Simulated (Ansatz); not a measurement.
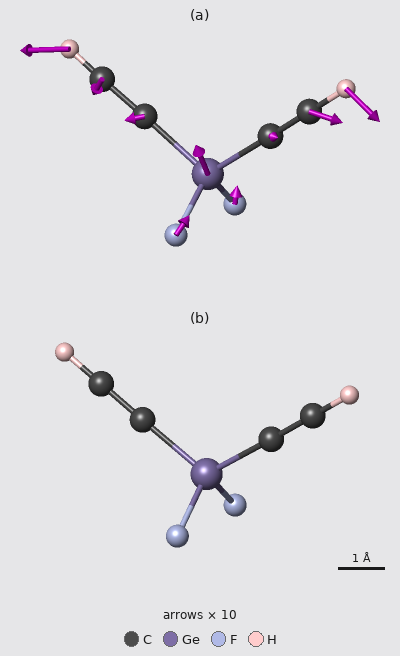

The structure of C₄H₂F₂Ge (coarse preliminary run) before (top) and after (bottom) a relaxation, at one scale. The purple arrows give the displacements, 10 times their true length.

A ball-and-stick model, seen from a free direction.

The start comes from a force field.

Theory: RKS PBE-D4/def2-SVP in Ansatz 0.2.0. Set-up: force threshold 0.03 eV/Å; at most 200 steps.

What changed between the two?

Answer. The energy falls by 0.397 eV in 3 geometry steps. Largest force component: 6.8 eV/Å at the start, 0.0061 eV/Å at the end. The atom that moves furthest after the best rigid fit is an H atom (0.13 Å). Largest moves by element: H 0.13 Å, Ge 0.09 Å, C 0.08 Å, F 0.05 Å. Near-neighbour distances that change, for instance: C–H 0.993 → 1.083 Å, F–Ge 1.679 → 1.742 Å, F–Ge 1.785 → 1.742 Å, C–C 1.195 → 1.226 Å. Among the angles between lasting bonds that change: C–Ge–C 109.4° → 114.7°, F–Ge–C 111.9° → 109.2°, F–Ge–F 107.4° → 104.9°. The run took 4.1 s on 4 threads of AMD EPYC 9R14, on a shared host.
